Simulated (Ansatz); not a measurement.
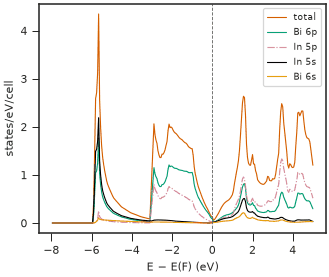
Fig. 1. Total and projected density of states of InBi (zinc blende, F-43m), LDA in the plane-wave PAW code Ansatz

**Question.** Which orbitals carry the states next to the Fermi level?

**Answer.** Within 0.5 eV of the Fermi level: Bi 6p 60 %, In 5p 25 %, In 5s 9 %. Projections are on Löwdin-orthogonalised atomic valence shells; empty p or d shells of many metals are not among them.

**Question.** Where is the tallest occupied peak in this window, and what makes it?

**Answer.** Near -5.7 eV, about 4.3 states/eV per cell; the largest projected share is In 5s.

The workflow started from a Materials Project entry (that database holds measured and hypothetical structures alike); the Crystallography Open Database copy checked does not list it. COD files the formula under space group No. 129, so this cell is another polymorph or a model. With In and Bi taken as one species the cell has the higher symmetry Fd-3m, so it may be an ordered model of a mixed-site phase. Its standing as an ambient phase is unchecked. Symmetry was held in the LDA relaxation; phonons on a q-mesh show no instability. Spin–orbit coupling is left out wherever it is not named.

Potentials: the later of the program's two PAW sets.
